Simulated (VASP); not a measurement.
## How SCF threshold and smearing change a VASP run on FeSb

A convergence test on FeSb: the SCF threshold and smearing. The series runs use LDA. The SCF threshold tried: EDIFF = 0.01; EDIFF = 0.001; EDIFF = 1E-04; EDIFF = 1E-05; EDIFF = 1E-06; EDIFF = 1E-08. The smearing tried: ISMEAR = 0, SIGMA = 0.01; ISMEAR = 0, SIGMA = 0.05; ISMEAR = 0, SIGMA = 0.1; ISMEAR = 0, SIGMA = 0.2; ISMEAR = 0, SIGMA = 0.5; ISMEAR = 2, SIGMA = 0.01; ISMEAR = 2, SIGMA = 0.05; ISMEAR = 2, SIGMA = 0.1; ISMEAR = 2, SIGMA = 0.2; ISMEAR = 2, SIGMA = 0.5; ISMEAR = -5. The start is a cell from a database of measured crystal structures.

Method: LDA, spin-polarised from a ferromagnetic start; plane waves and PAW (Fe, Sb), in VASP 6.6.1.

The database entry behind the starting cell differs from later determinations by our own check (0.1 to 0.3 % short, probably kX units), so it need not match the best structure at ambient conditions.

**1. Set-up**

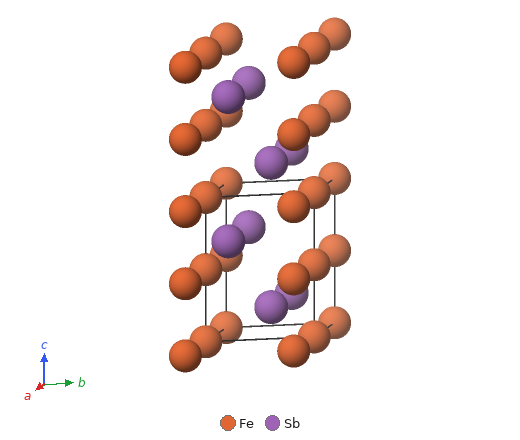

The cell as given, slightly off an axis (iron orange, antimony purple). 2×1×2 cells are drawn. Some periodic images of atoms are drawn too.

**2. SCF threshold: EDIFF = 0.01**

EDIFF stops the electronic loop; forces need it tighter than energies do. LDA, the lowest rung, knows the local density alone.

File INCAR:

```
SYSTEM = FeSb
PREC = Accurate
ENCUT = 400
EDIFF = 0.01
NELM = 100
ISMEAR = -1
SIGMA = 0.05
LREAL = .FALSE.
ALGO = Normal
GGA = CA
NBANDS = 25
ISPIN = 2
MAGMOM = 3 3 0 0
LASPH = .TRUE.
LMAXMIX = 4
LORBIT = 11
LWAVE = .FALSE.
LCHARG = .FALSE.
KPAR = 4
ISIF = 2
```

File POSCAR:

```
FeSb
1.0
    4.0600000000      0.0000000000      0.0000000000
   -2.0300000000      3.5160631394      0.0000000000
    0.0000000000      0.0000000000      5.1300000000
Fe Sb
2 2
Direct
    0.0000000000      0.0000000000      0.0000000000
    0.0000000000      0.0000000000      0.5000000000
    0.3333333333      0.6666666667      0.2500000000
    0.6666666667      0.3333333333      0.7500000000
```

File KPOINTS:

```
Automatic mesh
0
Gamma
6 6 5
0 0 0
```

The projector-augmented-wave data sets are Fe and Sb (PBE family, release 64).

Launch:

```bash
mpirun -np 4 vasp_std
```

Output:

```text
[banner, memory and clock lines left out]
running    4 mpi-ranks, on    1 nodes
 distrk:  each k-point on    1 cores,    4 groups
 distr:  one band on    1 cores,    1 groups

 POSCAR found type information on POSCAR FeSb
 POSCAR found :  2 types and       4 ions
|                                                                             |
|               ----> ADVICE to this user running VASP <----                  |
|                                                                             |
|     You enforced a specific xc type in the INCAR file but a different       |
|     [... a line on the potential file left out ...]
|     I HOPE YOU KNOW WHAT YOU ARE DOING!                                     |
|                                                                             |

 LDA part: xc-table for (Slater(with rela. corr.)+CA(PZ))
 , standard interpolation
 POSCAR, INCAR and KPOINTS ok, starting setup
 FFT: planning ... GRIDC
 FFT: planning ... GRID_SOFT
 FFT: planning ... GRID
 WAVECAR not read
 entering main loop
       N       E                     dE             d eps       ncg     rms          rms(c)
DAV:   1     0.134960926421E+03    0.13496E+03   -0.86988E+03  2100   0.832E+02
DAV:   2    -0.228248638465E+02   -0.15779E+03   -0.14717E+03  2155   0.212E+02
DAV:   3    -0.299862121862E+02   -0.71613E+01   -0.69326E+01  2726   0.561E+01
DAV:   4    -0.301477021071E+02   -0.16149E+00   -0.16120E+00  2409   0.822E+00
DAV:   5    -0.301529717556E+02   -0.52696E-02   -0.52693E-02  2630   0.166E+00    0.160E+01
DAV:   6    -0.344061605927E+02   -0.42532E+01   -0.28618E+01  2449   0.803E+01    0.259E+01
DAV:   7    -0.282287140443E+02    0.61774E+01   -0.26033E+01  2483   0.615E+01    0.443E+00
DAV:   8    -0.282080520375E+02    0.20662E-01   -0.82212E-01  2255   0.468E+00    0.203E+00
DAV:   9    -0.281683161215E+02    0.39736E-01   -0.92046E-02  2507   0.367E+00    0.908E-01
DAV:  10    -0.281664085734E+02    0.19075E-02   -0.25885E-03  1119   0.482E-01
   1 F= -.28166409E+02 E0= -.28147986E+02  d E =-.368449E-01  mag=     2.4523
```

Run time: 11 s. Hardware: 4 MPI ranks of AMD EPYC 7R43, shared host; peak memory 0.6 GiB.

Lines that name or quote the potential files are left out of all logs, and their timing lines are given in words.

Parts of OUTCAR (step 2):

```text
ion  position               nearest neighbor table
   1  0.000  0.000  0.000-   2 2.56   2 2.56   4 2.67   3 2.67   4 2.67   3 2.67   4 2.67   3 2.67

  LATTYP: Found a hexagonal cell.
 ALAT       =     4.0600000000
 C/A-ratio  =     1.2635467980

 Subroutine GETGRP returns: Found 24 space group operations
 (whereof 12 operations were pure point group operations)

The static configuration has the point symmetry D_3d.
 The point group associated with its full space group is D_6h.

 Found     21 irreducible k-points:

   k-points           NKPTS =     21   k-points in BZ     NKDIM =     21   number of bands    NBANDS=     25

   dimension x,y,z NGX =    28 NGY =   28 NGZ =   36
   dimension x,y,z NGXF=    56 NGYF=   56 NGZF=   72

   ENCUT  =  400.0 eV  29.40 Ry    5.42 a.u.   6.62  6.62  8.37*2*pi/ulx,y,z

   NELECT =      26.0000    total number of electrons

 k-points in reciprocal lattice and weights: Automatic mesh
   0.00000000  0.00000000  0.00000000       0.006
   0.16666667  0.00000000  0.00000000       0.033
   0.33333333  0.00000000  0.00000000       0.033
   0.50000000 -0.00000000  0.00000000       0.017
   0.16666667  0.16666667  0.00000000       0.033
   0.33333333  0.16666667  0.00000000       0.067
   0.33333333  0.33333333  0.00000000       0.011
   0.00000000  0.00000000  0.20000000       0.011
   0.16666667  0.00000000  0.20000000       0.067
[...]
0.33333333  0.16666667  0.40000000       0.133
   0.33333333  0.33333333  0.40000000       0.022

 average (electrostatic) potential at core
       1 -40.6709       2 -40.6709       3 -84.5214       4 -84.5214

 E-fermi :   7.6310

 spin component 1
 k-point     1 :       0.0000    0.0000    0.0000
  band No.  band energies     occupation
    ...
      8       5.4558      1.00000
      9       6.2881      1.00000
     10       6.2881      1.00000
     11       6.9549      1.00000
     12       6.9549      1.00000
     13       8.3284      0.00000
     14       8.3284      0.00000
     15       8.5990      0.00000
     16      10.6187      0.00000
     17      10.6187      0.00000
    ...

 k-point     2 :       0.1667    0.0000    0.0000
  band No.  band energies     occupation
    ...
      9       6.0412      1.00000
     10       6.3573      1.00000
     11       6.9392      1.00000
     12       6.9579      1.00000
     13       6.9753      1.00000
     14       7.6546      0.38442
     15       8.4285      0.00000
     16       9.5076      0.00000
     17      11.1237      0.00000
     18      11.1655      0.00000
    ...

 k-point     3 :       0.3333    0.0000    0.0000
  band No.  band energies     occupation
    ...
     10       6.1994      1.00000
     11       6.5014      1.00000
     12       6.6836      1.00000
     13       6.9104      1.00000
     14       6.9683      1.00000
     15       7.6720      0.30582
     16       8.4203      0.00000
     17      10.0715      0.00000
     18      11.7426      0.00000
     19      11.8856      0.00000
    ...

 k-point     4 :       0.5000   -0.0000    0.0000
  band No.  band energies     occupation
    ...
     11       6.2226      1.00000
     12       6.5750      1.00000
     13       6.7706      1.00000
     14       6.9137      1.00000
     15       6.9771      1.00000
     16       7.8011      0.03227
     17       9.7009      0.00000
     18      11.7025      0.00000
     19      11.9224      0.00000
     20      13.2232      0.00000
    ...

 k-point     5 :       0.1667    0.1667    0.0000
  band No.  band energies     occupation
    ...
     10       6.2730      1.00000
     11       6.4846      1.00000
     12       6.9227      1.00000
     13       6.9601      1.00000
     14       7.0161      1.00000
     15       8.0698      0.00015
     16       9.7679      0.00000
     17      10.0041      0.00000
     18      10.2313      0.00000
     19      12.8911      0.00000
    ...

 k-point     6 :       0.3333    0.1667    0.0000
  band No.  band energies     occupation
    ...
     11       6.5008      1.00000
     12       6.6593      1.00000
     13       6.9100      1.00000
     14       6.9652      1.00000
     15       7.2327      0.99965
     16       8.4631      0.00000
     17       9.1890      0.00000
     18      10.0929      0.00000
     19      12.1403      0.00000
     20      12.7248      0.00000
    ...

  Total       -6.5204974     -6.5204974     -7.1685304      0.0000000     -0.0000000      0.0000000
  in kB     -142.6563948   -142.6563948   -156.8341550      0.0000000     -0.0000000      0.0000000
  external PRESSURE =    -147.3823149 kB  Pullay stress =       0.0000000 kB

  energy-cutoff  :      400.00
  volume of cell :       73.23
      direct lattice vectors                 reciprocal lattice vectors
     4.060000000  0.000000000  0.000000000     0.246305419  0.142204500  0.000000000
    -2.030000000  3.516063139  0.000000000     0.000000000  0.284409000  0.000000000
     0.000000000  0.000000000  5.130000000     0.000000000  0.000000000  0.194931774

 POSITION                                       TOTAL-FORCE (eV/Angst)
 -----------------------------------------------------------------------------------
      0.00000      0.00000      0.00000        -0.000000      0.000000      0.000000
      0.00000      0.00000      2.56500        -0.000000      0.000000      0.000000
     -0.00000      2.34404      1.28250        -0.000000     -0.000000      0.000000
      2.03000      1.17202      3.84750         0.000000      0.000000      0.000000
 -----------------------------------------------------------------------------------
    total drift:                               -0.000000      0.000000      0.000000

  FREE ENERGIE OF THE ION-ELECTRON SYSTEM (eV)
  ---------------------------------------------------
  free  energy   TOTEN  =       -28.1664085734 eV

  energy  without entropy=      -28.1295636925  energy(sigma->0) =      -28.14798613

 total charge
# of ion       s       p       d       tot
------------------------------------------
    1        0.404   0.425   6.411   7.240
    2        0.404   0.425   6.411   7.240
    3        1.131   1.240   0.069   2.441
    4        1.131   1.240   0.069   2.441
--------------------------------------------------
tot          3.070   3.331  12.960  19.361

 magnetization (x)
# of ion       s       p       d       tot
------------------------------------------
    1        0.008   0.003   1.285   1.296
    2        0.008   0.003   1.285   1.296
    3       -0.002  -0.055  -0.002  -0.058
    4       -0.002  -0.055  -0.002  -0.058
--------------------------------------------------
tot          0.011  -0.102   2.567   2.475

[... 6 further parts left out ...]
```

The magnetic state follows from one typed start and may not be the lowest. The k-mesh is coarse for a metal. The PAW data sets were made with PBE, though LDA sets exist; this is a small mismatch.

Numbers from this step:

```
SCF cycles                                        : 10
electrons                                         : 26
bands                                             : 25
irreducible k-points                              : 21
symmetry operations                               : 24
free energy (TOTEN)                               : -28.17 eV
energy at zero smearing                           : -28.15 eV
Fermi energy                                      : 7.631 eV
pressure                                          : -14.74 GPa
moment of the cell, from the last line of the log : 2.452 μB
metallic                                          : yes
```

Spin moment in the PAW sphere by atom:

```
atom  spin moment in the PAW sphere (μB)
 Fe1                                1.30
 Fe2                                1.30
 Sb3                               -0.06
 Sb4                               -0.06
```

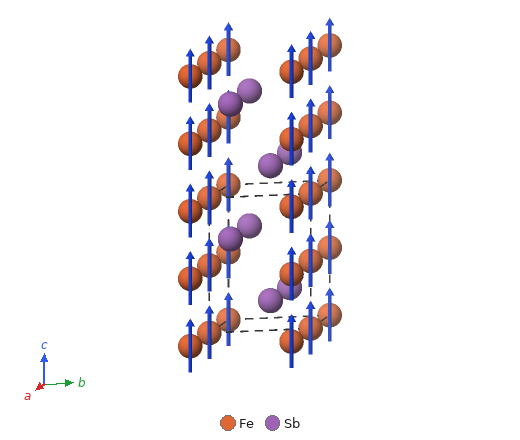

Spin moment in the PAW sphere as arrows, the longest 1.30 μB. Up and down stand for the sign. Arrows give size and sign along the axis of quantisation, drawn up and down the page. 2×1×2 cells are drawn. Some periodic images of atoms are drawn too.

The series starts at -7.0370 eV an atom and -14.74 GPa, after 10 cycles in 11 s.

**3. SCF threshold: EDIFF = 0.001**

Changes to INCAR since step 2:

```diff
@@ -3,3 +3,3 @@
 ENCUT = 400
-EDIFF = 0.01
+EDIFF = 0.001
 NELM = 100
```

POSCAR is that of step 2.

KPOINTS is that of step 2.

Launch:

```bash
mpirun -np 4 vasp_std
```

Output:

```text
[banner, memory and clock lines left out]
running    4 mpi-ranks, on    1 nodes
[...]
[... a notice as in an earlier step ...]

 LDA part: xc-table for (Slater(with rela. corr.)+CA(PZ))
 , standard interpolation
 POSCAR, INCAR and KPOINTS ok, starting setup
[...]
entering main loop
       N       E                     dE             d eps       ncg     rms          rms(c)
[... 4 cycles as in an earlier step ...]
DAV:   5    -0.301529923144E+02   -0.52902E-02   -0.52899E-02  2694   0.166E+00    0.160E+01
DAV:   6    -0.344068255638E+02   -0.42538E+01   -0.28623E+01  2449   0.803E+01    0.259E+01
DAV:   7    -0.282287158969E+02    0.61781E+01   -0.26035E+01  2483   0.615E+01    0.443E+00
DAV:   8    -0.282080726236E+02    0.20643E-01   -0.82181E-01  2255   0.468E+00    0.203E+00
DAV:   9    -0.281683142227E+02    0.39758E-01   -0.92116E-02  2661   0.367E+00    0.908E-01
DAV:  10    -0.281664493975E+02    0.18648E-02   -0.30326E-03  2155   0.482E-01    0.331E-01
DAV:  11    -0.281656776691E+02    0.77173E-03   -0.91730E-04  1204   0.326E-01
   1 F= -.28165678E+02 E0= -.28146904E+02  d E =-.375480E-01  mag=     2.4715
```

The job ended after 13 s (4 MPI ranks; peak memory 0.61 GiB).

From OUTCAR (step 3):

```text
  Total       -6.4219633     -6.4219633     -7.0440119      0.0000000      0.0000000      0.0000000
  in kB     -140.5006504   -140.5006504   -154.1099214      0.0000000      0.0000000      0.0000000
  external PRESSURE =    -145.0370741 kB  Pullay stress =       0.0000000 kB

 POSITION                                       TOTAL-FORCE (eV/Angst)
 -----------------------------------------------------------------------------------
      0.00000      0.00000      0.00000         0.000000      0.000000     -0.000000
      0.00000      0.00000      2.56500         0.000000      0.000000     -0.000000
     -0.00000      2.34404      1.28250         0.000000     -0.000000      0.000000
      2.03000      1.17202      3.84750        -0.000000      0.000000      0.000000
 -----------------------------------------------------------------------------------
    total drift:                               -0.000000      0.000000      0.000000

  FREE ENERGIE OF THE ION-ELECTRON SYSTEM (eV)
  ---------------------------------------------------
  free  energy   TOTEN  =       -28.1656776691 eV

  energy  without entropy=      -28.1281296402  energy(sigma->0) =      -28.14690365

 magnetization (x)
# of ion       s       p       d       tot
------------------------------------------
    1        0.008   0.004   1.306   1.317
    2        0.008   0.004   1.306   1.317
    3       -0.002  -0.056  -0.002  -0.059
    4       -0.002  -0.056  -0.002  -0.059
--------------------------------------------------
tot          0.011  -0.104   2.608   2.516

[... 2 parts as in an earlier step ...]

[... 1 further part left out ...]
[key lines of the parts left out:]
E-fermi :   7.6424
```

Against the run before the energy moves by +0.27 meV an atom and the pressure by +0.23 GPa, after 11 cycles in 13 s.

**4. SCF threshold: EDIFF = 1E-04**

Changes to INCAR since step 3:

```diff
@@ -3,3 +3,3 @@
 ENCUT = 400
-EDIFF = 0.001
+EDIFF = 1E-04
 NELM = 100
```

POSCAR is that of step 3.

KPOINTS is that of step 3.

Launch:

```bash
mpirun -np 4 vasp_std
```

Output:

```text
[... set-up lines as in an earlier step ...]
 entering main loop
       N       E                     dE             d eps       ncg     rms          rms(c)
[... 8 cycles as in an earlier step ...]
DAV:   9    -0.281683142226E+02    0.39758E-01   -0.92116E-02  2662   0.367E+00    0.908E-01
DAV:  10    -0.281664557544E+02    0.18585E-02   -0.30961E-03  2621   0.482E-01    0.331E-01
DAV:  11    -0.281656951240E+02    0.76063E-03   -0.10540E-03  2809   0.321E-01    0.185E-01
DAV:  12    -0.281654688237E+02    0.22630E-03   -0.16108E-04  1233   0.169E-01    0.434E-02
DAV:  13    -0.281654628540E+02    0.59696E-05   -0.57229E-05  1077   0.479E-02
   1 F= -.28165463E+02 E0= -.28146639E+02  d E =-.376486E-01  mag=     2.4748
```

Elapsed: 17 s, on 4 MPI ranks; peak memory 0.63 GiB; 65 s of CPU time.

From OUTCAR (step 4):

```text
  Total       -5.8616711     -5.8616711     -6.5128239      0.0000000     -0.0000000      0.0000000
  in kB     -128.2424974   -128.2424974   -142.4885121      0.0000000     -0.0000000      0.0000000
  external PRESSURE =    -132.9911689 kB  Pullay stress =       0.0000000 kB

 POSITION                                       TOTAL-FORCE (eV/Angst)
 -----------------------------------------------------------------------------------
      0.00000      0.00000      0.00000         0.000000      0.000000     -0.000000
      0.00000      0.00000      2.56500         0.000000      0.000000     -0.000000
     -0.00000      2.34404      1.28250        -0.000000      0.000000      0.000000
      2.03000      1.17202      3.84750         0.000000     -0.000000     -0.000000
 -----------------------------------------------------------------------------------
    total drift:                               -0.000000      0.000000      0.000000

  FREE ENERGIE OF THE ION-ELECTRON SYSTEM (eV)
  ---------------------------------------------------
  free  energy   TOTEN  =       -28.1654628540 eV

  energy  without entropy=      -28.1278142119  energy(sigma->0) =      -28.14663853

 magnetization (x)
# of ion       s       p       d       tot
------------------------------------------
    1        0.008   0.004   1.309   1.320
    2        0.008   0.004   1.309   1.320
    3       -0.002  -0.056  -0.002  -0.060
    4       -0.002  -0.056  -0.002  -0.060
--------------------------------------------------
tot          0.011  -0.105   2.614   2.521

[... 2 parts as in an earlier step ...]

[... 1 further part left out ...]
[key lines of the parts left out:]
E-fermi :   7.6377
```

Against the run before the energy moves by +0.07 meV an atom and the pressure by +1.20 GPa, after 13 cycles in 17 s.

**5. SCF threshold: EDIFF = 1E-05**

Changes to INCAR since step 4:

```diff
@@ -3,3 +3,3 @@
 ENCUT = 400
-EDIFF = 1E-04
+EDIFF = 1E-05
 NELM = 100
```

POSCAR is that of step 4.

KPOINTS is that of step 4.

Launch:

```bash
mpirun -np 4 vasp_std
```

Output:

```text
[... set-up lines as in an earlier step ...]
 entering main loop
       N       E                     dE             d eps       ncg     rms          rms(c)
[... 10 cycles as in an earlier step ...]
DAV:  11    -0.281656952544E+02    0.76050E-03   -0.10554E-03  2860   0.321E-01    0.185E-01
DAV:  12    -0.281654727514E+02    0.22250E-03   -0.19849E-04  2979   0.169E-01    0.450E-02
DAV:  13    -0.281654635811E+02    0.91703E-05   -0.13100E-05  1184   0.338E-02
   1 F= -.28165464E+02 E0= -.28146637E+02  d E =-.376540E-01  mag=     2.4751
```

Wall time 21 s (4 MPI ranks); peak memory 0.61 GiB.

OUTCAR, selected parts (step 5):

```text
  Total       -5.8593641     -5.8593641     -6.5134384      0.0000000      0.0000000      0.0000000
  in kB     -128.1920237   -128.1920237   -142.5019570      0.0000000      0.0000000      0.0000000
  external PRESSURE =    -132.9620015 kB  Pullay stress =       0.0000000 kB

 POSITION                                       TOTAL-FORCE (eV/Angst)
 -----------------------------------------------------------------------------------
      0.00000      0.00000      0.00000         0.000000      0.000000     -0.000000
      0.00000      0.00000      2.56500         0.000000      0.000000     -0.000000
     -0.00000      2.34404      1.28250        -0.000000      0.000000     -0.000000
      2.03000      1.17202      3.84750         0.000000     -0.000000      0.000000
 -----------------------------------------------------------------------------------
    total drift:                               -0.000000      0.000000      0.000000

  FREE ENERGIE OF THE ION-ELECTRON SYSTEM (eV)
  ---------------------------------------------------
  free  energy   TOTEN  =       -28.1654635811 eV

  energy  without entropy=      -28.1278095748  energy(sigma->0) =      -28.14663658

 magnetization (x)
# of ion       s       p       d       tot
------------------------------------------
    1        0.008   0.004   1.309   1.321
    2        0.008   0.004   1.309   1.321
    3       -0.002  -0.056  -0.002  -0.060
    4       -0.002  -0.056  -0.002  -0.060
--------------------------------------------------
tot          0.011  -0.105   2.615   2.521

[... 2 parts as in an earlier step ...]

[... 1 further part left out ...]
[key lines of the parts left out:]
E-fermi :   7.6378
```

Against the run before the energy stays within 0.01 meV an atom and the pressure within 0.01 GPa, after 13 cycles in 21 s.

(Continued in part 2 of 4.)

[Lines on the potential files, build, host, timing and source positions are cut from VASP's logs without a mark.]

[Logs are printed without paths, hosts, clocks, repeated set-up lines and the standing remarks that a program may print on its own settings, such as how far it seeks lower states.]

[Hosts, paths, dates, database ids (printed as entryN), source tags and the programs' standing remarks are cut or masked in the printed files.]

[A measured line is paired with the nearest computed mode of its activity, which favours agreement.]
